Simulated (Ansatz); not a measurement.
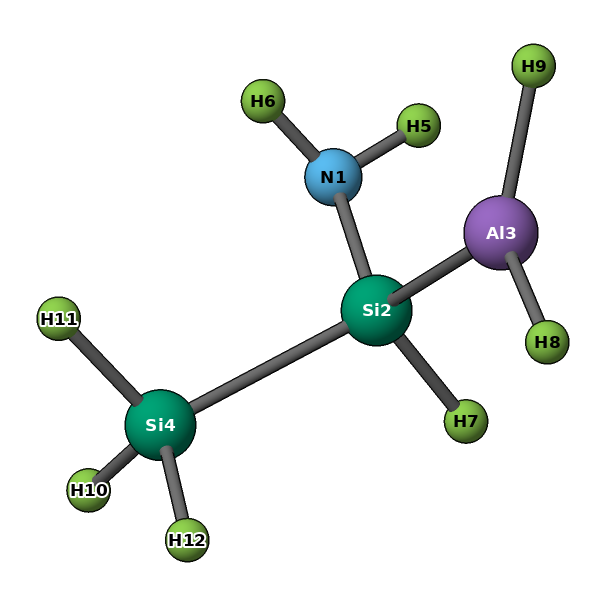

The questions are on Mulliken charges. The computed structure is the end point of a PBE-D4/def2-SVP optimisation. No frequency run is at hand to confirm it as a minimum. Level of theory: RKS PBE-D4/def2-SVP (Ansatz 0.2.0).

> Which atom carries the highest charge (most positive or least negative)?

Al3 (0.37 e).

> And the lowest?

N1 (−0.34 e).

Give the Mulliken charges atom by atom.

```json
{"atom": "N1", "value (e)": "−0.34"}
{"atom": "Si2", "value (e)": "0.03"}
{"atom": "Al3", "value (e)": "0.37"}
{"atom": "Si4", "value (e)": "0.10"}
{"atom": "H5", "value (e)": "0.13"}
{"atom": "H6", "value (e)": "0.13"}
{"atom": "H7", "value (e)": "−0.04"}
{"atom": "H8", "value (e)": "−0.13"}
{"atom": "H9", "value (e)": "−0.13"}
{"atom": "H10", "value (e)": "−0.03"}
{"atom": "H11", "value (e)": "−0.05"}
{"atom": "H12", "value (e)": "−0.04"}
```

Mulliken values depend strongly on the basis set and can even reverse the polarity of a bond.
